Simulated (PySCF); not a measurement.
# H$_{5}$NSi, SMILES `N[SiH3]`: electronic structure

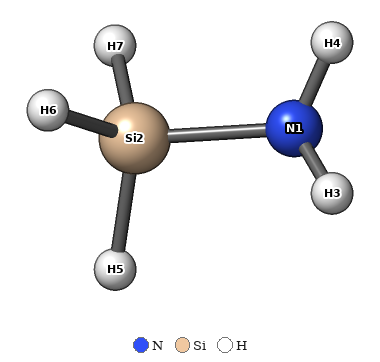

The molecule, with its atoms numbered as below. No frequency check shows the geometry to be a minimum.

Geometry (Å), atoms numbered from 1:

```
N1      -1.1407    0.0003    0.0682
Si2      0.5808    0.0004   -0.0022
H3      -1.6365   -0.8246   -0.2298
H4      -1.6375    0.8202   -0.2404
H5       0.9868   -1.2149    0.6985
H6       1.1558   -0.0144   -1.3572
H7       0.9854    1.2255    0.6826
```

### 1. Bonding charge

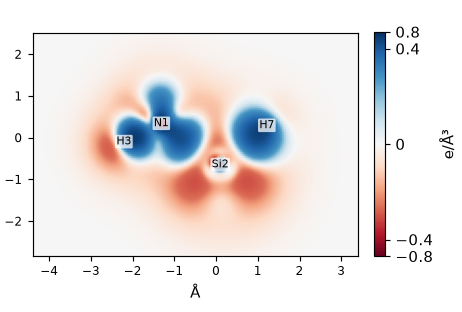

Deformation density (molecule less spherical, spin-averaged free atoms) in the plane of N1, Si2, H3 and H7; colour scale in e/Å³, logarithmic beyond ±0.1; blue: gain, red: loss.

Level of theory: HF/def2-SVP (PySCF), at a geometry from GFN2-xTB.

> How much density has each bond in this plane gained at its critical point, relative to the free atoms?

N1–H3: +0.69 e/Å³ at the bond critical point (bond length 1.01 Å, Mayer order 1.0). Si2–H7: +0.20 e/Å³ at the bond critical point (bond length 1.46 Å, Mayer order 0.9). N1–Si2: +0.10 e/Å³ at the bond critical point (bond length 1.72 Å, Mayer order 1.0); up to 0.6 Å beside the axis the gain reaches +0.47 e/Å³. In all, 1.6 electrons gather in the regions of gain relative to the promolecule. A small or negative value marks a very polar bond, one between electron-rich atoms, whose free-atom densities already overlap strongly, a long bond to a heavier atom, or a closed-shell contact such as a hydrogen bond.

### 2. Electrostatic potential

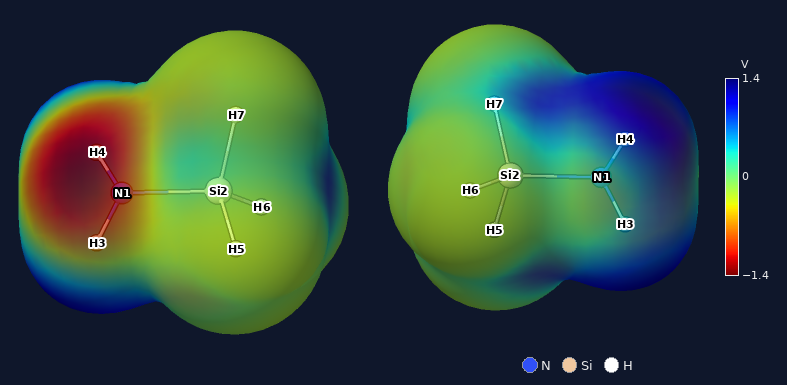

Electrostatic potential on the surface of electron density 0.001 a.u. (back view left, front view right).

> Where are the extremes of the potential on the surface?

Highest: 1.29 V, 1.2 Å from H3, and at like points elsewhere. Further maxima include 1.01 V, near Si2 (2.00 Å), H5 (2.04 Å), H7 (2.06 Å) and H6 (2.13 Å); 0.17 V, near H5 (1.94 Å), H7 (1.97 Å) and Si2 (2.10 Å). Lowest: −1.37 V, 1.9 Å from N1. Further minima include −0.27 V, 1.5 Å from H6. The surface is sampled at points, so like sites can differ by a few per cent and only the strongest of them is named.

### 3. Excited states

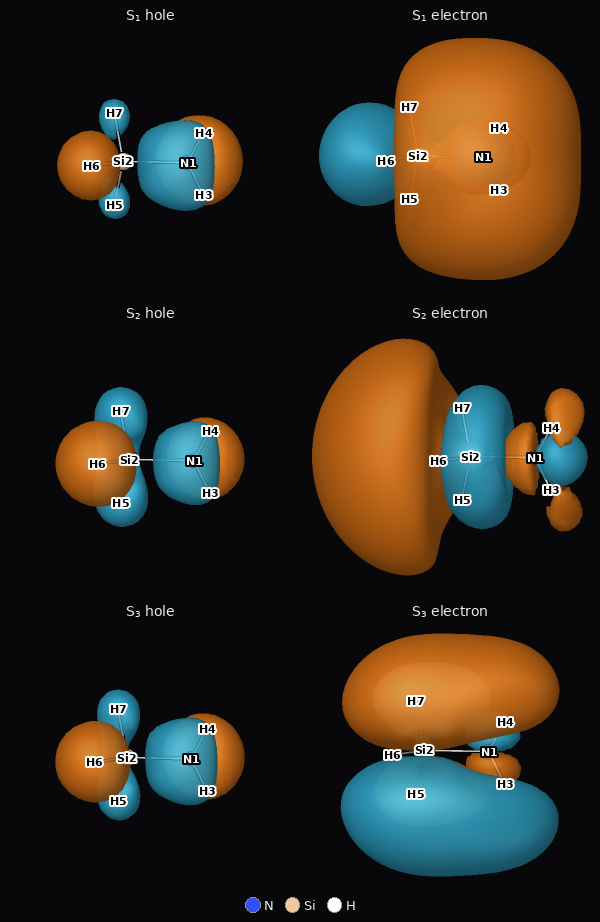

Leading natural transition orbitals (CIS singlet states).

Computed with PySCF, HF/def2-SVPD, geometry: GFN2-xTB.

> Give the energy and character of each state.

By state:
- S₁: 7.47 eV (166 nm), f = 0.021, partly diffuse acceptor orbital; the leading pair carries 97 %; hole on N1 (62 %), Si2 (15 %) and H6 (9 %), electron on Si2 (32 %), H3 and H4 (20 % each) and N1 (16 %) (atom shares of so diffuse an orbital are rough); their centroids lie 0.4 Å apart.
- S₂: 9.07 eV (137 nm), f = 0.021, partly diffuse acceptor orbital; the leading pair carries 93 %; hole on N1 (40 %), Si2 (23 %) and H6 (21 %), electron on Si2 (57 %), H6 (13 %) and H5 and H7 (8 % each) (atom shares of so diffuse an orbital are rough); their centroids lie 1.6 Å apart.
- S₃: 9.20 eV (135 nm), f = 0.002 (very weak), partly diffuse acceptor orbital; the leading pair carries 93 %; hole on N1 (48 %), Si2 (20 %) and H6 (16 %), electron on Si2 (49 %), H6 (11 %) and H3 and H4 (10 % each) (atom shares of so diffuse an orbital are rough); their centroids lie 0.6 Å apart.

### 4. Removing or adding an electron

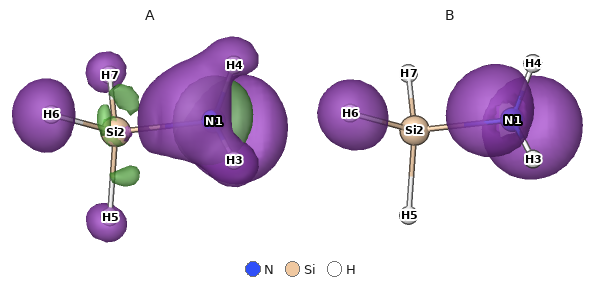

The Fukui function f⁻ from two separate SCF calculations and the density of the HOMO, at ±0.04 e/Å³ (purple positive, green negative).

Level of theory: ωB97X/6-31+G* (PySCF), at a geometry from GFN2-xTB.

> Which panel is which, and how good is the frozen-orbital picture?

A is f⁻ (it has negative regions), B the HOMO density. The HOMO lies on N1 (62 %), Si2 (14 %) and H6 (10 %); f⁻ (Hirshfeld-condensed) is largest on N1 (0.39); the vertical ionisation energy is 9.95 eV. Relaxation shifts 23 % of the electron between atoms. The orbital energy is −9.78 eV.

The PySCF runs shown took 1.3 s, 17 s and 31 s on 1 thread of Arm Neoverse V1, with other jobs on the host.
